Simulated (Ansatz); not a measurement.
**One shape, several levels: BNH4 (SMILES BN)**

We compute a comparison of 6 runs (B2PLYP/STO-3G, CAM-B3LYP/STO-3G, PBE/STO-3G, UPBE0/STO-3G, BCCD(T)/STO-3G, FCI/STO-3G) of BNH4. 

Program for the calculation: Ansatz 0.2.0.

47 further runs of the same task are left out: 47 set aside as unsound or not needed.

## 1. The structure to begin with

BNH4: 6 atoms, total charge 0, spin state singlet. As SMILES, `BN`. The H3–B1 distance was set to 1.796 Å, away from the relaxed value. At this shape a bond of the SMILES string is far longer than usual.

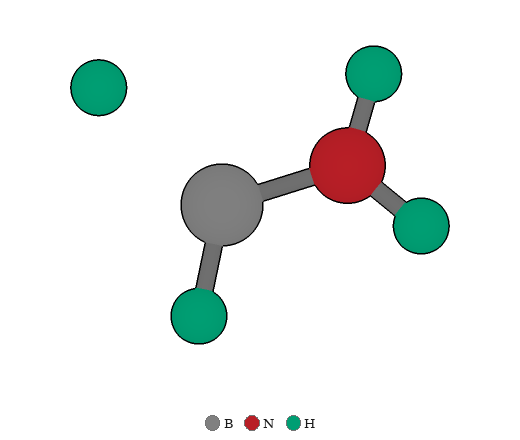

The structure, seen from a chosen angle (boron grey, nitrogen red, hydrogen teal).

## 2. A single-point energy at B2PLYP/STO-3G (run 1)

Input file molecule.yaml:

```yaml
crystal:
  periodic: [false, false, false]
  atoms:
    - {symbol: B, position_ang: [-0.305201, -0.335398, -0.482153]}
    - {symbol: "N", position_ang: [-0.030901, 1.021602, -0.445753]}
    - {symbol: H, position_ang: [0.225800, -1.368000, 0.887500]}
    - {symbol: H, position_ang: [-0.889001, -0.784498, -1.425753]}
    - {symbol: H, position_ang: [-0.298601, 1.657902, -1.177353]}
    - {symbol: H, position_ang: [0.454999, 1.465602, 0.314747]}
basis:
  gaussian:
    orbitals: STO-3G
correlation:
  frozen_orbitals: {B: 1, H: 0, "N": 1}
hamiltonian:
  xc: {name: B2PLYP}
accuracy: high
```

The run is started by

```bash
ansatz run molecule.yaml --threads 1 --pin off --max-ram 2610MiB --events-out events.jsonl --progress --plain --runs-dir runs
```

Standard output:

```text
Warning: RAYON_NUM_THREADS=1 ignored (pool sized by the plan → 1); use --threads N
Functional definition: B2PLYP
  name "B2PLYP"
  parameter a = 0.53
  parameter c = 0.27
  exchange = (1 - a)*b88_x + a*exact_x
  correlation = (1 - c)*lyp_c + c*(mp2_os + mp2_ss)
230 factors; integrals over basis functions are off by at most 1.3e-8 eV
mean field evaluation 1: about -2195.2862 eV, gradient 1.2e1 eV
mean field evaluation 2: about -2195.2603 eV, gradient 1.2e1 eV
mean field evaluation 4: about -2195.9723 eV, gradient 1.2e0 eV
mean field evaluation 8: about -2195.9768 eV, gradient 3.4e-3 eV
mean field evaluation 16: about -2195.9768 eV, gradient 4.3e-8 eV
mean field -2195.97683520 eV, -80.7006602070 hartree, gradient 4.3e-8 eV, S^2 0.000000; 0 other end points of the search recorded, 0 dependent functions left out
2 core orbitals not correlated: weight in the atoms' cores, before any rotation towards them, 1.000 or more for the frozen orbitals, at most 0.000 for the correlated occupied ones
reference -2195.97685280 eV, -80.7006608539 hartree; 6, 6 occupied and 6, 6 virtual orbitals, 230 factors
second order -3.91389946 eV of doubles, -0.00000000 eV of singles
Total energy: -2197.03360566 eV, -80.7394958050 hartree
```

Wall time 1.1 s (1 thread of Arm Neoverse V1, shared host); peak memory 0.092 GiB.

## 3. The energy at CAM-B3LYP/STO-3G (run 2)

Input file in.yaml:

```yaml
crystal:
  periodic: [false, false, false]
  atoms:
    - {symbol: B, position_ang: [-0.305201, -0.335398, -0.482153]}
    - {symbol: N, position_ang: [-0.030901, 1.021602, -0.445753]}
    - {symbol: H, position_ang: [0.225800, -1.368000, 0.887500]}
    - {symbol: H, position_ang: [-0.889001, -0.784498, -1.425753]}
    - {symbol: H, position_ang: [-0.298601, 1.657902, -1.177353]}
    - {symbol: H, position_ang: [0.454999, 1.465602, 0.314747]}
basis:
  gaussian: {orbitals: STO-3G}
hamiltonian: {xc: {name: CAM-B3LYP}}
accuracy: high
```

The run is started by

```bash
ansatz run in.yaml --threads 1 --pin off --max-ram 2610MiB --events-out events.jsonl --progress --plain --runs-dir runs
```

Standard output:

```text
Warning: RAYON_NUM_THREADS=1 ignored (pool sized by the plan → 1); use --threads N
Functional definition: CAM-B3LYP
  name "CAM-B3LYP"
  parameter alpha = 0.19
  parameter beta = 0.46
  parameter omega = 0.33/bohr
  parameter ac = 0.81
  exchange = (1 - alpha - beta)*b88_x + beta*b88_x_sr(omega) + alpha*exact_x + beta*exact_x_lr(omega)
  correlation = (1 - ac)*vwn5_c + ac*lyp_c
230 factors; integrals over basis functions are off by at most 1.3e-8 eV
144 factors; integrals over basis functions are off by at most 1.1e-9 eV
mean field evaluation 1: about -2198.7975 eV, gradient 1.3e1 eV
mean field evaluation 2: about -2199.1573 eV, gradient 1.1e1 eV
mean field evaluation 4: about -2199.5634 eV, gradient 4.4e-1 eV
mean field evaluation 8: about -2199.4902 eV, gradient 8.5e-4 eV
mean field evaluation 16: about -2199.4902 eV, gradient 1.3e-8 eV
mean field -2199.49022992 eV, -80.8297750815 hartree, gradient 1.3e-8 eV, S^2 0.000000; 0 other end points of the search recorded, 0 dependent functions left out
reference -2199.49024325 eV, -80.8297755716 hartree; 8, 8 occupied and 6, 6 virtual orbitals, 230 factors
Total energy: -2199.49024325 eV, -80.8297755716 hartree
```

Wall time 0.95 s (1 thread of Arm Neoverse V1, shared host).

Runs 3 to 5 aren't shown in full; the table further down has their settings and results.

## 4. A single-point energy at FCI/STO-3G (run 6)

Changes to molecule.yaml since step 2:

```diff
@@ -4,3 +4,3 @@
     - {symbol: B, position_ang: [-0.305201, -0.335398, -0.482153]}
-    - {symbol: "N", position_ang: [-0.030901, 1.021602, -0.445753]}
+    - {symbol: N, position_ang: [-0.030901, 1.021602, -0.445753]}
     - {symbol: H, position_ang: [0.225800, -1.368000, 0.887500]}
@@ -13,5 +13,4 @@
 correlation:
+  method: fci
   frozen_orbitals: {B: 1, H: 0, "N": 1}
-hamiltonian:
-  xc: {name: B2PLYP}
 accuracy: high
```

The run is started by

```bash
ansatz run molecule.yaml --threads 1 --pin off --max-ram 2610MiB --events-out events.jsonl --progress --plain --runs-dir runs
```

Standard output:

```text
Warning: RAYON_NUM_THREADS=1 ignored (pool sized by the plan → 1); use --threads N
Functional definition: HF
  name "HF"
  exchange = exact_x
  correlation = 0
230 factors; integrals over basis functions are off by at most 1.3e-8 eV
mean field evaluation 1: about -2185.0340 eV, gradient 1.4e1 eV
mean field evaluation 2: about -2185.0639 eV, gradient 1.4e1 eV
mean field evaluation 4: about -2186.0807 eV, gradient 1.4e0 eV
mean field evaluation 8: about -2186.0875 eV, gradient 1.5e-5 eV
mean field -2186.08748923 eV, -80.3372334458 hartree, gradient 1.1e-8 eV, S^2 0.000000; 0 other end points of the search recorded, 0 dependent functions left out; unrestricted orbitals would lower it
mean field evaluation 16: about -2186.1183 eV, gradient 1.9e-1 eV
2 core orbitals not correlated: weight in the atoms' cores, before any rotation towards them, 1.000 or more for the frozen orbitals, at most 0.000 for the correlated occupied ones
reference -2186.08748923 eV, -80.3372334458 hartree; 6, 6 occupied and 6, 6 virtual orbitals, 230 factors
state -2190.24774086 eV, -80.4901198734 hartree
Total energy: -2190.24774086 eV, -80.4901198734 hartree
```

Wall time 3.9 s (1 thread of Arm Neoverse V1, shared host); peak memory 0.13 GiB.

## 5. All runs side by side

```tsv
run	level	frozen core orbitals	energy (Eh)	wall time
1	B2PLYP/STO-3G	2	-80.739496	1.1 s
2	CAM-B3LYP/STO-3G	–	-80.829776	0.95 s
3	PBE/STO-3G	–	-80.773101	0.82 s
4	UPBE0/STO-3G	–	-80.787390	1.3 s
5	BCCD(T)/STO-3G	2	-80.489489	0.14 s
6	FCI/STO-3G	2	-80.490120	3.9 s
```

## 6. Results

| quantity | value |
| --- | --- |
| run 6: total energy | -80.49012 Eh |
| run 6: correlation energy (2 core orbitals frozen) | -152.9 mEh |

Against full CI in this basis: BCCD(T) +0.6 mEh. Totals of different functionals can't be ranked against each other. In run 5 the log says that unrestricted orbitals would lower the reference, so the values rest on an unstable closed-shell determinant (other closed-shell runs at this shape may share the fault). In runs 1, 2, 3, 4, 5, 6 the basis is minimal, so the values are rough. All runs together took 8.3 s, the longest 3.9 s.
